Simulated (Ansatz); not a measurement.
Calculation: PBE (plane waves to 420 eV, PAW; Ansatz, a first-principles code).

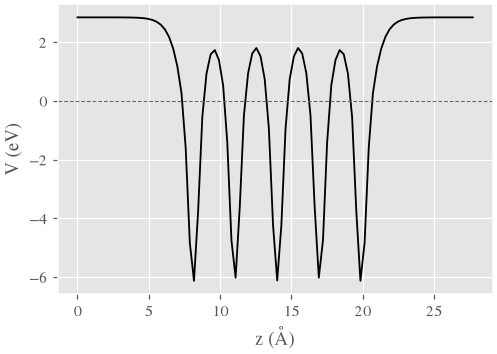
Figure. Plane-averaged electrostatic potential energy along the normal, in eV from the Fermi level, for the (110) surface of bcc Na in its 1x1 cell, outermost plane spacing 2.97 Å in the ideal cut

Slab: 5 atoms, 11.9 Å thick at the start; k 11x11x1, smearing 0.1 eV, dipole-corrected; all atoms relaxed; start symmetry kept, larger cells not searched; no spin, no spin-orbit, no U.

The vacuum level lies 2.84 eV above the Fermi level over the top face and 2.84 eV above it under the bottom face.
